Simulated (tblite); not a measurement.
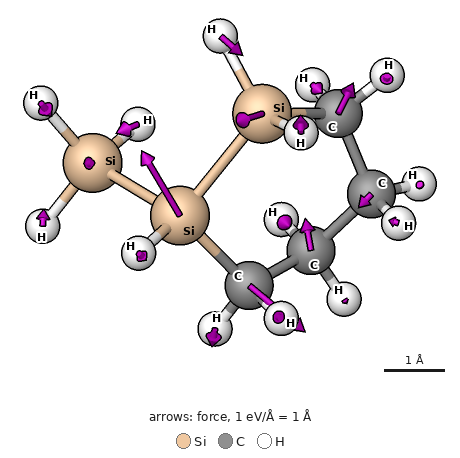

Starting geometry of C4H14Si3 with the computed forces as purple arrows. The picture is a ball-and-stick view, seen at a tilt.

The calculation used GFN2-xTB geometry optimisation, gas phase in tblite 0.8.0. 

**What follows when this structure is relaxed?**

It isn't relaxed: the largest force vector, on a Si atom, is 1.37 eV/Å. The final displacements have little in common with the starting forces (cosine between the two patterns 0.25). The largest move after the best rigid fit is that of an H atom, 0.34 Å. Largest moves by element: H 0.34 Å, Si 0.16 Å, C 0.07 Å. Among the contacts that change: C–Si 1.863 → 1.919 Å, H–Si 1.496 → 1.470 Å, C–Si 1.883 → 1.908 Å, Si–Si 2.308 → 2.325 Å. Among the angles between lasting bonds that change: Si–Si–Si 106.4° → 117.6°, Si–Si–H 110.3° → 116.9°, C–Si–H 111.9° → 105.2°. After 68 geometry steps the energy has fallen by 0.222 eV.
